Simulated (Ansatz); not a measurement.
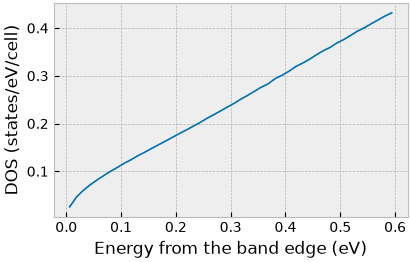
Density of states of BeTe (F-43m) above the conduction band minimum, r2SCAN with spin-orbit coupling, rigid bands run with Ansatz (a quantum-chemistry and plane-wave program); cell volume 45.3 Å³.

Problem. What effective density of states at 300 K does this give (∫ g(E) exp(−E/k_BT) dE, both spins, divided by the cell's size)?

Solution. 2.8e19 cm⁻³, a density-of-states mass of 1.08 mₑ, valleys and band degeneracy included.

Geometry: cell and atoms relaxed with r2SCAN.
